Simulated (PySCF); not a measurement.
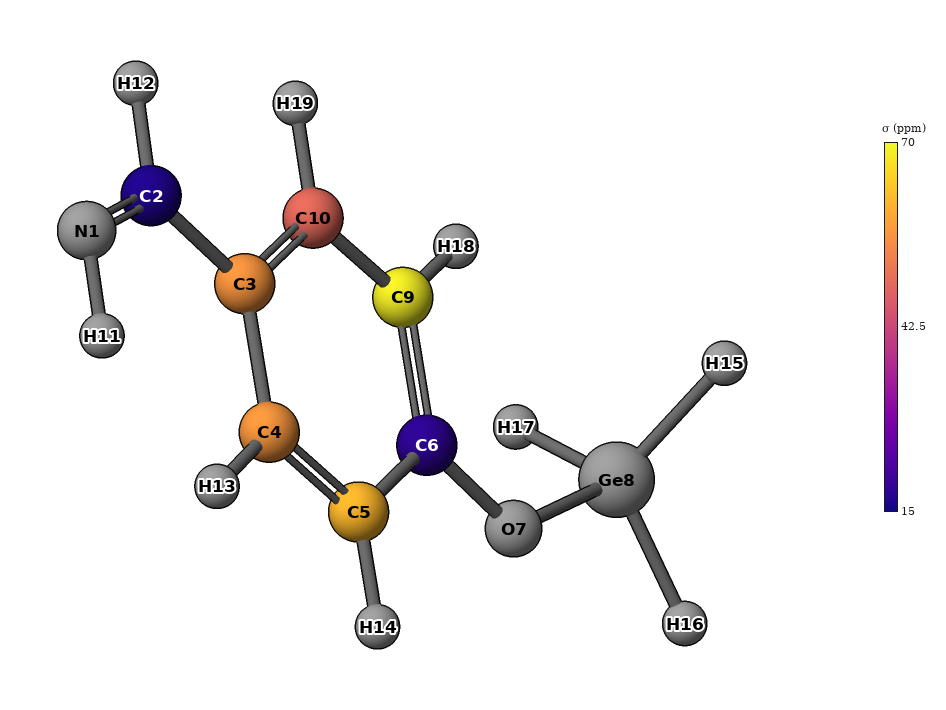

Atoms are coloured by their isotropic NMR shieldings (C only, the others grey). The geometry was computed by an optimisation with GFN2-xTB. No frequency run is at hand to confirm it as a minimum. Level of theory: GIAO PBE0/pcSseg-1 NMR shielding, non-relativistic, gas phase (PySCF 2.14.0).

Give the isotropic NMR shieldings of the C atoms atom by atom.

| atom | σ (ppm) |
| --- | --- |
| C2 | 16.9 |
| C3 | 56.3 |
| C4 | 56.8 |
| C5 | 61.5 |
| C6 | 18.4 |
| C9 | 68.7 |
| C10 | 49.2 |

The geometry is semi-empirical. Around Ge such bond lengths and angles can be off by a tenth of an ångström or more and by several degrees, and values that hang on the shape move with them.
